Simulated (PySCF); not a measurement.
```xyz
15

F     1.5009   -1.2692   -1.2381
Ge    2.0866   -0.0200   -0.1343
C     0.4240    0.6981    0.6160
Si   -0.5745   -0.7729    1.3788
Ge   -1.8815   -0.7487   -0.5869
Si   -0.6917    1.2761   -0.8549
H     3.0029   -0.8358    0.7567
H     2.8938    0.8454   -1.0826
H     0.6755    1.4853    1.3252
H    -1.2470   -0.2838    2.5915
H     0.2596   -1.9165    1.7654
H    -3.3938   -0.6925   -0.4428
H    -1.7269   -1.8540   -1.6046
H     0.0642    1.5980   -2.0710
H    -1.3964    2.4985   -0.4402
```

Geometry: GFN2-xTB.

These are results of PBE0/def2-SVPD, SCF density, gas phase (PySCF), not measurements.

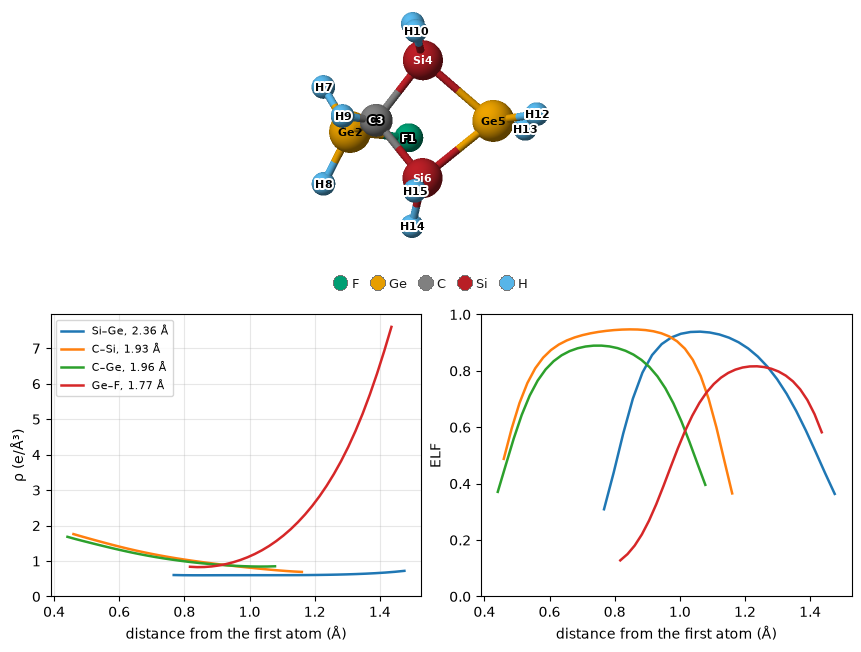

CH9FGe2Si2 (SMILES [F][GeH2][CH]1[SiH2][GeH2][SiH2]1). Electron density and ELF along straight lines between neighbouring atoms. The curves leave out the atomic cores. The structure is drawn too.

> What can be read from the curves?

Si–Ge (2.36 Å): ρ at the midpoint is about 0.6 e/Å³; the ELF peaks at about 0.95 between the atoms: localised, covalent bonding.
C–Si (1.93 Å): the density is about 0.85 e/Å³ at the midpoint; the ELF peaks at about 0.95 between the atoms, as expected for a shared electron pair.
C–Ge (1.96 Å): ρ at the midpoint is about 0.85 e/Å³; the ELF peaks at about 0.90 between the atoms; localised, covalent bonding.
Ge–F (1.77 Å): ρ at the midpoint is about 0.85 e/Å³; the ELF peaks at about 0.80 in the valence shell of F, 0.5 Å from its nucleus, and is about 0.20 at the midpoint.
